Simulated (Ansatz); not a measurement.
Single-point calculation of K6Sn2Ta8O24

The run: single-point calculation of K6Sn2Ta8O24 (defect cell, 40 atoms in the cell). Method and program: DFT, r2SCAN, PAW, plane waves (Ansatz 0.2.0).

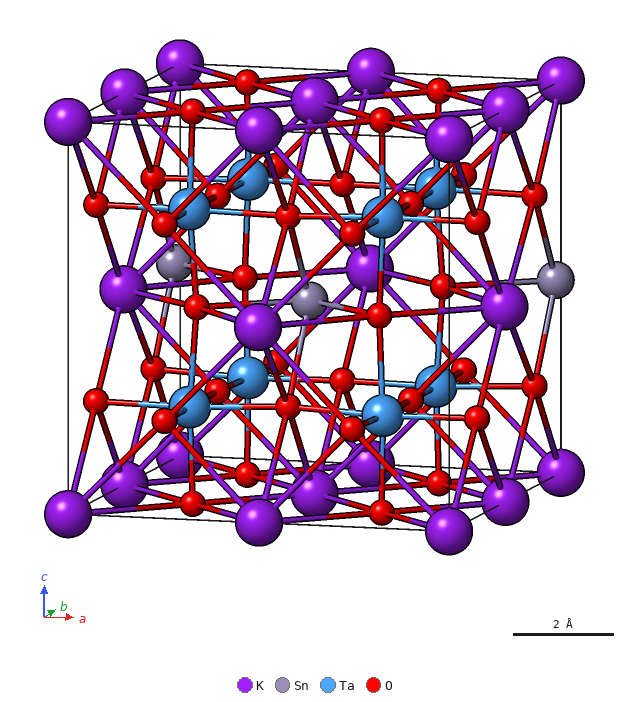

The structure as given in the input (ball-and-stick view of the cell of the calculation, seen slightly off an axis).

**Key numbers**

```tsv
quantity	value
outcome	converged
electrons treated	330
free energy	−114579.2794 eV
Fermi energy	12.624 eV
largest force (length of the vector)	0.185 eV/Å
hardware	8 threads of Intel Xeon, 14 GiB of memory available, shared host
wall time	8.6 s (CPU time 57 s)
peak memory	1.9 GiB
```

**Remarks**

Spin–orbit coupling is left out, which matters for Ta. The k-point mesh is coarse for a cell of this size, so the results may not be converged.

**Input**
```yaml
crystal:
  lattice:
    - [7.970878, 0.000000, 0.000000]
    - [0.000000, 7.970878, 0.000000]
    - [0.000000, 0.000000, 7.970878]
  atoms:
    - { symbol: K, position: [0.000504, 0.996787, 0.000474] }
    - { symbol: K, position: [0.000457, 0.500892, 0.000397] }
    - { symbol: K, position: [0.000038, 0.492966, 0.499626] }
    - { symbol: K, position: [0.500484, 0.000815, 0.000359] }
    - { symbol: K, position: [0.500030, 0.993066, 0.499759] }
    - { symbol: K, position: [0.500534, 0.496856, 0.000629] }
    - { symbol: Sn, position: [0.001896, 0.946402, 0.499509] }
    - { symbol: Sn, position: [0.501944, 0.446411, 0.500409] }
    - { symbol: Ta, position: [0.246430, 0.246606, 0.246976] }
    - { symbol: Ta, position: [0.246414, 0.244855, 0.751943] }
    - { symbol: Ta, position: [0.253372, 0.745841, 0.247421] }
    - { symbol: Ta, position: [0.254419, 0.745191, 0.753475] }
    - { symbol: Ta, position: [0.753351, 0.245902, 0.247524] }
    - { symbol: Ta, position: [0.754422, 0.245067, 0.753590] }
    - { symbol: Ta, position: [0.746491, 0.746634, 0.246865] }
    - { symbol: Ta, position: [0.746376, 0.744823, 0.751948] }
    - { symbol: O, position: [0.252212, 0.252496, 0.999642] }
    - { symbol: O, position: [0.260358, 0.260899, 0.500243] }
    - { symbol: O, position: [0.249199, 0.751382, 0.999385] }
    - { symbol: O, position: [0.238746, 0.764193, 0.499133] }
    - { symbol: O, position: [0.749181, 0.251263, 0.999388] }
    - { symbol: O, position: [0.738719, 0.264127, 0.499260] }
    - { symbol: O, position: [0.752178, 0.752426, 0.999697] }
    - { symbol: O, position: [0.760422, 0.760890, 0.500223] }
    - { symbol: O, position: [0.999266, 0.251077, 0.250290] }
    - { symbol: O, position: [0.999673, 0.251986, 0.751495] }
    - { symbol: O, position: [0.999729, 0.763816, 0.256596] }
    - { symbol: O, position: [0.999312, 0.765398, 0.742283] }
    - { symbol: O, position: [0.499714, 0.263736, 0.256689] }
    - { symbol: O, position: [0.499344, 0.265499, 0.742334] }
    - { symbol: O, position: [0.499278, 0.751127, 0.250294] }
    - { symbol: O, position: [0.499624, 0.751938, 0.751447] }
    - { symbol: O, position: [0.251613, 0.003514, 0.248237] }
    - { symbol: O, position: [0.252210, 0.002625, 0.749432] }
    - { symbol: O, position: [0.243949, 0.502973, 0.248923] }
    - { symbol: O, position: [0.244191, 0.503388, 0.746948] }
    - { symbol: O, position: [0.744016, 0.002945, 0.248973] }
    - { symbol: O, position: [0.744138, 0.003326, 0.746959] }
    - { symbol: O, position: [0.751629, 0.503497, 0.248259] }
    - { symbol: O, position: [0.752103, 0.502538, 0.749421] }
  symmetry: { detect: false }
kpoints:
  mp_grid: { grid: [1, 1, 1], shift: [0.25, 0.25, 0.25] }
hamiltonian:
  xc: r2scan
scf:
  occupations: { method: fermi_dirac, width: 0.01 }
output:
  forces: true
  eigenvalues: true
  populations: true
  eigenstates: { kpoints: [[0.25, 0.25, 0.25]], e_range: [-6.0, 6.0], localisation: true }
  write_density: true
  write_potential: true
  elf: true
  volumetric_format: npy
```

Launch command:
```bash
ansatz run in.yaml --threads 8 --pin off --max-ram 13300MiB --runs-dir r --events-out ev --progress --plain
```

**Output**
```
Pseudopotentials: kind: paw
Functional definition: r2SCAN
  parameter k0 = 0.174
  parameter k1 = 0.065
  parameter a1 = 4.9479
  exchange = r2scan_x(k0 = k0, k1 = k1, a1 = a1)
  correlation = r2scan_c
Crystal: 40 atoms, lattice volume = 506.429 Å³
Basis set: ecut = 500 eV, 12965 PW (Γ), exchange–correlation on 240×240×240 points (64 copies of the dense FFT grid, shifted against one another)
Bands: 205, of which v1, the nominal top of the filled ones, is band 165 counted from 1 (164 counted from 0)
Symmetry: 1 space group operations
k-points: 1
Non-local potential: K, projectors of the file, l = 0: 3, l = 1: 2, l = 2: 2
Non-local potential: Sn, projectors of the file, l = 0: 2, l = 1: 2, l = 2: 2, l = 3: 2
Non-local potential: Ta, projectors of the file, l = 0: 3, l = 1: 2, l = 2: 2, l = 3: 1
Non-local potential: O, projectors of the file, l = 0: 2, l = 1: 2, l = 2: 1
PAW form: soft (Blöchl's): semilocal exchange-correlation on the pseudo side does not see the compensation charge
PAW frozen core: K, regenerated for the run's functional (the file was generated under x = pbe(κ = 0.804, μ = 0.2195149727645171), c = pbe(β = 0.06672455060314922))
PAW frozen core: Sn, regenerated for the run's functional (the file was generated under x = pbe(κ = 0.804, μ = 0.2195149727645171), c = pbe(β = 0.06672455060314922))
PAW frozen core: Ta, regenerated for the run's functional (the file was generated under x = pbe(κ = 0.804, μ = 0.2195149727645171), c = pbe(β = 0.06672455060314922))
PAW frozen core: O, regenerated for the run's functional (the file was generated under x = pbe(κ = 0.804, μ = 0.2195149727645171), c = pbe(β = 0.06672455060314922))
PAW one-centre angular grid: K, 302 points (default); XC on 160 Gauss nodes
PAW one-centre angular grid: Sn, 590 points (default); XC on 249 of its mesh's 2787 points in the sphere
PAW one-centre angular grid: Ta, 590 points (default); XC on 160 Gauss nodes
PAW one-centre angular grid: O, 302 points (default); XC on 160 Gauss nodes
Initial density: superposition of atomic densities (neutral atoms: chi_scale 0, normalization atom), corrected by the library's trained network
Initial wavefunctions: pseudopotential atomic-orbital guess
Functional: x = r2scan, c = r2scan; τ floored in thin density (d = 2e-4 eV/Å³)
SCF iter   1: F=—  HF=-114578.587985 eV  |F-HF|=—  |Δ(HF+E_count)|=         —  Δρ=8.96e-3  dr2=3.21e-1  dr2_τ=1.88e0  ethr=1.77e-3  ⟨swp⟩=6.0  Hψ=852  notcnv=0  defer=2
preconditioner: auto → Resta (q_TF=auto, 2.540 Å⁻¹)  ε∞=4.3  [insulator: Δε(μ)=0.116 eV  Ē_g=14.577 eV  σ=0.010 eV  W_gap=0.99  n_scr=146 (ndim 8)  ℏωp=26.3 eV  f_vac=0.011  D(μ)=1.19/eV (n_scr^D=0)  ε∞_Penn≈4.3]
SCF iter   2: F=—  HF=-114579.281852 eV  |F-HF|=—  |Δ(HF+E_count)|=   6.94e-1  Δρ=5.38e-3  dr2=8.82e-2  dr2_τ=9.77e-3  ethr=9.72e-5  ⟨swp⟩=2.0  Hψ=364  notcnv=0  defer=29
SCF iter   3: F=—  HF=-114579.283443 eV  |F-HF|=—  |Δ(HF+E_count)|=   1.59e-3  Δρ=2.77e-3  dr2=1.18e-1  dr2_τ=5.08e-3  ethr=2.67e-5  ⟨swp⟩=4.0  Hψ=283  notcnv=0  defer=29
SCF iter   4: F=—  HF=-114579.301306 eV  |F-HF|=—  |Δ(HF+E_count)|=   1.79e-2  Δρ=5.93e-3  dr2=6.53e-1  dr2_τ=2.15e-2  ethr=2.67e-5  ⟨swp⟩=6.0  Hψ=267  notcnv=0  defer=29  recentre
SCF iter   5: F=—  HF=-114579.279674 eV  |F-HF|=—  |Δ(HF+E_count)|=   2.16e-2  Δρ=4.97e-4  dr2=8.03e-4  dr2_τ=1.76e-4  ethr=2.67e-5  ⟨swp⟩=2.0  Hψ=246  notcnv=0  defer=29
SCF iter   6: F=—  HF=-114579.279796 eV  |F-HF|=—  |Δ(HF+E_count)|=   1.22e-4  Δρ=2.36e-4  dr2=2.28e-4  dr2_τ=2.05e-5  ethr=2.43e-7  ⟨swp⟩=2.0  Hψ=251  notcnv=0  defer=29
SCF iter   7: F=—  HF=-114579.279864 eV  |F-HF|=—  |Δ(HF+E_count)|=   6.81e-5  Δρ=1.56e-4  dr2=1.11e-4  dr2_τ=1.25e-5  ethr=6.90e-8  ⟨swp⟩=2.0  Hψ=293  notcnv=0  defer=29
SCF iter   8: F=—  HF=-114579.279870 eV  |F-HF|=—  |Δ(HF+E_count)|=   5.71e-6  Δρ=3.40e-5  dr2=6.49e-6  dr2_τ=2.96e-7  ethr=3.36e-8  ⟨swp⟩=2.0  Hψ=251  notcnv=0  defer=29
SCF iter   9: F=—  HF=-114579.279382 eV  |F-HF|=—  |Δ(HF+E_count)|=   4.88e-4  Δρ=1.94e-5  dr2=1.99e-6  dr2_τ=2.26e-7  ethr=1.97e-9  ⟨swp⟩=2.0  Hψ=293  notcnv=0  defer=29
SCF iter  10: F=—  HF=-114579.279381 eV  |F-HF|=—  |Δ(HF+E_count)|=   2.89e-7  Δρ=5.35e-6  dr2=2.23e-7  dr2_τ=2.11e-8  ethr=6.02e-10  ⟨swp⟩=2.0  Hψ=290  notcnv=0  defer=29
SCF iter  11: F=-114579.279381 eV  HF=-114579.279381 eV  |F-HF|=6.52e-9  |Δ(HF+E_count)|=   3.81e-9  Δρ=1.94e-6  dr2=2.12e-8  dr2_τ=2.21e-9  ethr=3.03e-11  ⟨swp⟩=16.0  Hψ=1572  notcnv=0
SCF 1 converged in 11 iterations: F = -114579.279381 eV  dr2 = 2.12e-8
  greatest PAW one-centre occupation: 0.998 electrons in one spin orbital (limit 2), on the Ta atom at site 13 (counted from 0), in its partial waves of l = 0
```

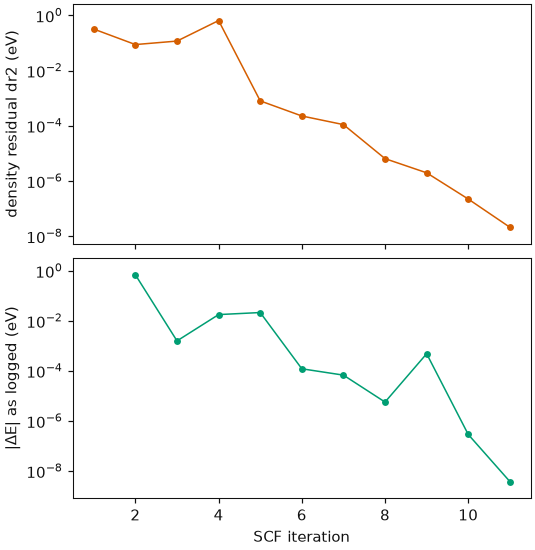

Convergence of the self-consistent field: density residual dr2 and size of the energy change against the SCF iteration. The residual comes down, with one marked jump up, by a factor of about 6, at step 4.

```
NSCF: frozen V_eff on 1 k-points
SCF converged after 11 iterations
Free energy (F): -114579.279381 eV
Harris-Foulkes:  -114579.279381 eV  (|F-HF|=6.52e-9)
Internal energy: -114579.278370 eV  (E = F + TS)
E sigma→0 (E₀):  -114579.278876 eV
Entropy (-TS):   -0.001011 eV (-0.025 meV/atom)
Fermi energy:    12.624132 eV
--- Per-component energies (eV) ---
  E_band       = -2188.339844
  E_kinetic    = 9078.176837
  E_local      = -18286.252354  (includes V_loc(G=0)·N_el)
  E_nonlocal   = 1260.577703
  E_hartree    = 6899.979016
  E_xc         = -4967.287556
  E_vxc        = -5655.193509  (∫ρ·V_xc dr)
  E_paw        = -84261.841106  (= ΣΔE_a)
  E_vpaw       = -2714.605919  (= ΣTr[D̂ρ^β])
  E_aug_tail   = 0.024950  (compensation charges beyond the density's cutoff)
  E_vtau       = 328.974414  (kinetic-family band-sum trace: ∫τ·v_τ [+ j·A + Jᵃ·Aᵃ] dr)
  E_ewald      = -24296.132565
  E_core_change = -6.523295  (= ΣΔE_core)
  E_smearing   = -0.001011  (= −TS)
  E_closure    = -0.000000  (closes the sum)
  Σ components = -114579.279381   (vs F -114579.279381, Δ=0.00e0)
--- Forces (eV/Å), atoms counted from 1 ---
  atom   1  K      0.00058540     0.02008557    -0.00746238
  atom   2  K     -0.00271461     0.00714720    -0.00876701
  atom   3  K     -0.00639825     0.00762204     0.00037373
  atom   4  K     -0.00529840     0.01131526    -0.00340480
  atom   5  K     -0.00430444     0.00283140    -0.00828397
  atom   6  K     -0.00170301     0.01652267    -0.00674686
  atom   7  Sn     0.00854716    -0.18328923     0.02039241
  atom   8  Sn     0.01351230    -0.17873436    -0.00215260
  atom   9  Ta    -0.07881482    -0.06891234    -0.09324006
  atom  10  Ta    -0.06770969    -0.05182150     0.09419507
  atom  11  Ta     0.12491487    -0.05800206    -0.08566087
  atom  12  Ta     0.04004519    -0.10270518     0.08370848
  atom  13  Ta     0.09253890    -0.05324395    -0.08785721
  atom  14  Ta     0.07232859    -0.10129538     0.08017396
  atom  15  Ta    -0.11494935    -0.07971308    -0.06819894
  atom  16  Ta    -0.03491584    -0.04829981     0.07221280
  atom  17  O     -0.01173371    -0.00498538     0.01163772
  atom  18  O      0.09003193     0.05098517    -0.00804922
  atom  19  O     -0.01659557     0.00735182    -0.01245931
  atom  20  O     -0.12501057     0.06834419     0.01750146
  atom  21  O     -0.01630376     0.00982396     0.00097746
  atom  22  O     -0.12167896     0.06860109     0.00815764
  atom  23  O     -0.01146781    -0.00347234    -0.00439954
  atom  24  O      0.08839428     0.04973786    -0.01034328
  atom  25  O      0.00309237     0.02137562    -0.03778114
  atom  26  O     -0.00423494     0.02195040     0.00272976
  atom  27  O     -0.01096028     0.03955640     0.07888177
  atom  28  O      0.00482363     0.03728588    -0.08654603
  atom  29  O     -0.01181270     0.03773055     0.07587355
  atom  30  O      0.00282215     0.03826733    -0.09236834
  atom  31  O      0.00475126     0.02023404    -0.04145963
  atom  32  O      0.00398903     0.02422515     0.00324645
  atom  33  O      0.01454203     0.03186788     0.01333387
  atom  34  O      0.01897507     0.06237529     0.00645633
  atom  35  O      0.00355289     0.03276091     0.01150710
  atom  36  O      0.01009809     0.05529593     0.02467282
  atom  37  O      0.00742905     0.03606510     0.01174713
  atom  38  O      0.00515853     0.05429658     0.02976617
  atom  39  O      0.02053755     0.03232710     0.01038263
  atom  40  O      0.01624532     0.06887996     0.00725607
  max |Σ_I F_I| component: 3.88e-4 eV/Å
--- Band table (eV) ---
  k-point 0: bands = ["-59.8823", "-59.8811", "-59.8653", "-59.8647", "-59.8572", "-59.8564", "-59.8199", "-59.8198", "-25.8732", "-25.8722", "-25.8584", "-25.8557", "-25.8324", "-25.8279", "-25.8194", "-25.8125", "-25.8033", "-25.8024", "-25.7987", "-25.7913", "-25.7797", "-25.7734", "-25.7645", "-25.7542", "-25.7475", "-25.7450", "-25.7176", "-25.7169", "-25.7003", "-25.6994", "-25.6581", "-25.6575", "-19.4527", "-19.4490", "-19.3715", "-19.3708", "-19.3515", "-19.3501", "-11.2308", "-11.2201",
      "-11.2140", "-11.2126", "-11.2099", "-11.2078", "-11.1945", "-11.1908", "-11.1288", "-11.1277", "-9.5572", "-9.4324", "-9.3068", "-9.2947", "-9.0623", "-9.0576", "-9.0006", "-8.8080", "-8.7996", "-8.7941", "-8.7704", "-8.7664", "-8.3668", "-8.3584", "-8.2919", "-8.2661", "-8.2351", "-8.2114", "-8.1910", "-8.1748", "-8.1598", "-8.1453", "-8.1359", "-8.1037", "-2.3797", "-2.3427", "-2.2939", "-2.2729", "-2.2655", "-2.2423", "-2.2217", "-2.2170",
      "-2.2058", "-2.2042", "-2.1958", "-2.1819", "-2.1643", "-2.1549", "-2.1492", "-2.0925", "-2.0871", "-2.0833", "2.6785", "2.9590", "3.8196", "3.8402", "3.8632", "3.8707", "3.9156", "3.9262", "3.9751", "3.9965", "4.0118", "4.0221", "4.0301", "4.0581", "4.6354", "4.7216", "4.7334", "4.8679", "5.0107", "5.2875", "5.3346", "5.5527", "5.5545", "5.6564", "5.6659", "5.7672", "5.8559", "5.8954", "5.9325", "5.9533",
      "6.0176", "6.0513", "6.1248", "6.1620", "6.2153", "6.2470", "6.3213", "6.3257", "6.4673", "6.6362", "6.6771", "6.7114", "6.8295", "6.8832", "7.0304", "7.0590", "7.1517", "7.2195", "7.3280", "7.3888", "7.4759", "7.5249", "7.5518", "7.6007", "7.6060", "7.6545", "7.7429", "7.7659", "7.7948", "7.8099", "7.8133", "7.8882", "7.8927", "7.9147", "7.9311", "7.9643", "8.4720", "8.5106", "8.5528", "8.6169",
      "8.6367", "8.6726", "9.0053", "9.4598", "12.5686", "12.6797", "12.7429", "12.7510", "12.7966", "12.8072", "13.9594", "14.0843", "14.1736", "14.2595", "14.3010", "14.3069", "14.3645", "14.3912", "14.4240", "14.4535", "14.4907", "14.5508", "14.7858", "14.9211", "15.1021", "15.1683", "15.3438", "15.4369", "15.4535", "15.7134", "15.7614", "15.9335", "15.9802", "16.3655", "17.4766", "17.4953", "17.4956", "17.5020", "17.5342", "17.9573",
      "18.1169", "18.1847", "18.2034", "18.4372", "18.4854"]
--- Löwdin populations: 40 sites ---
  site symbol       q [e]
     0      K      8.2009
     1      K      8.1952
     2      K      8.2201
     3      K      8.1952
     4      K      8.2200
     5      K      8.2009
     6     Sn     13.0052
     7     Sn     13.0050
     8     Ta     11.3164
     9     Ta     11.3195
    10     Ta     11.3251
    11     Ta     11.3189
    12     Ta     11.3250
    13     Ta     11.3191
    14     Ta     11.3168
    15     Ta     11.3196
    16      O      6.7753
    17      O      6.7856
    18      O      6.7687
    19      O      6.7875
    20      O      6.7685
    21      O      6.7875
    22      O      6.7750
    23      O      6.7858
    24      O      6.7520
    25      O      6.7502
    26      O      6.8008
    27      O      6.8025
    28      O      6.8008
    29      O      6.8024
    30      O      6.7520
    31      O      6.7502
    32      O      6.7781
    33      O      6.7765
    34      O      6.7774
    35      O      6.7753
    36      O      6.7776
    37      O      6.7751
    38      O      6.7782
    39      O      6.7767
  spilling = 0.004658 (of n_electrons = 330.000000)
```

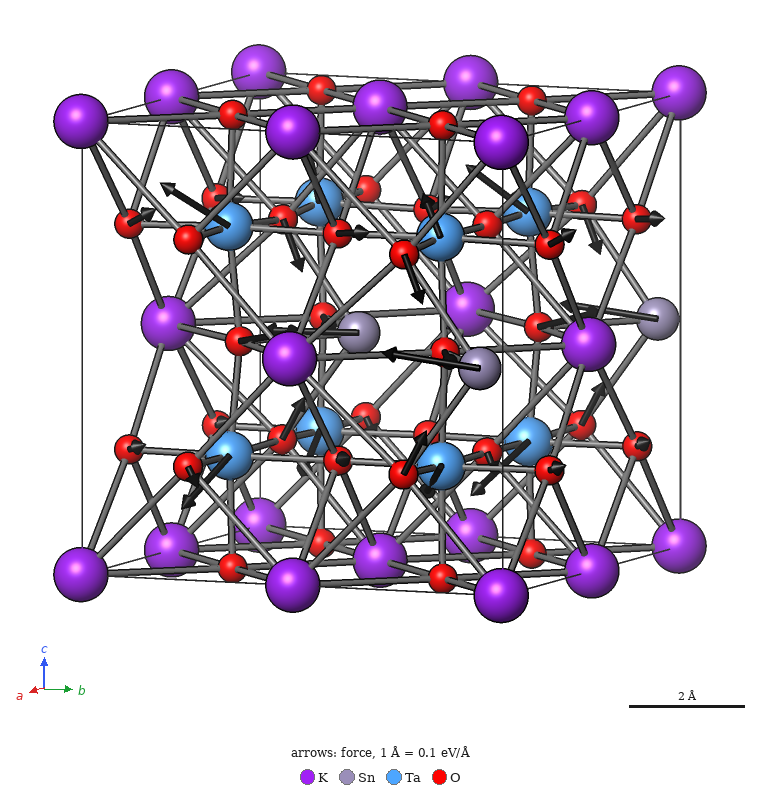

Forces on the atoms as black arrows (ball-and-stick view of the cell of the calculation, seen slightly off an axis); the smallest are left out. The largest act on Sn7, Sn8 (0.18 eV/Å); Ta11 (0.16 eV/Å); Ta15 (0.16 eV/Å); Ta14 (0.15 eV/Å), among others. Atoms are counted from 1 in the order of the input and aren't labelled in the picture. 
